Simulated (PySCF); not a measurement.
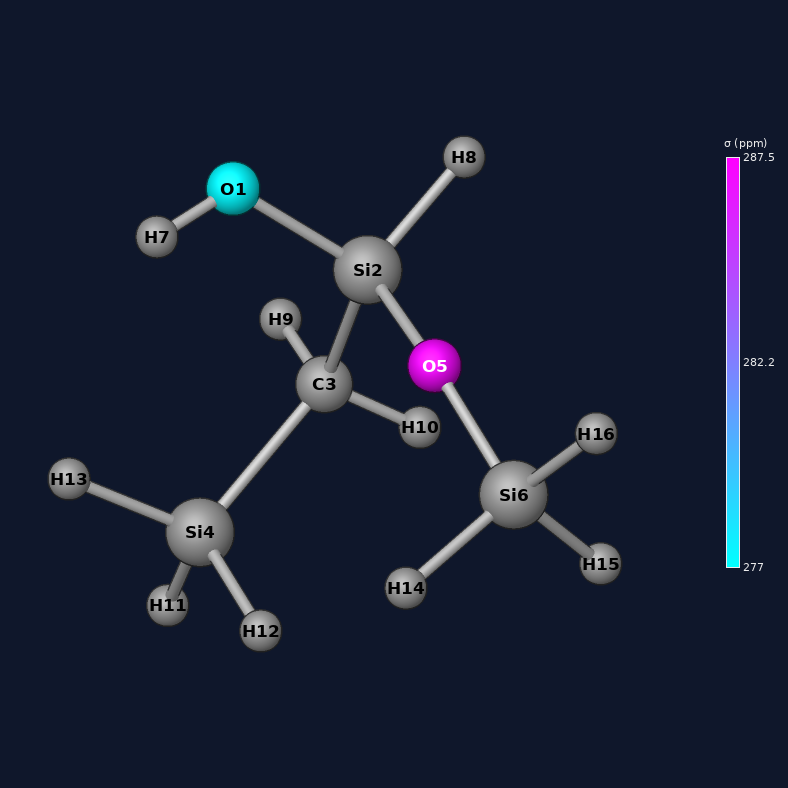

Atoms are coloured by their isotropic NMR shieldings (O only, the others grey). The computed structure is the end point of a GFN2-xTB optimisation. No frequency run is at hand to confirm it as a minimum. Method: GIAO PBE0/pcSseg-1 NMR shielding, non-relativistic, gas phase (PySCF 2.14.0).

Give the isotropic NMR shieldings of the O atoms atom by atom.

| atom | σ (ppm) |
| --- | --- |
| O1 | 277.3 |
| O5 | 287.1 |

The geometry is semi-empirical. Around Si such bond lengths and angles can be off by a tenth of an ångström or more and by several degrees, and values that hang on the shape move with them.
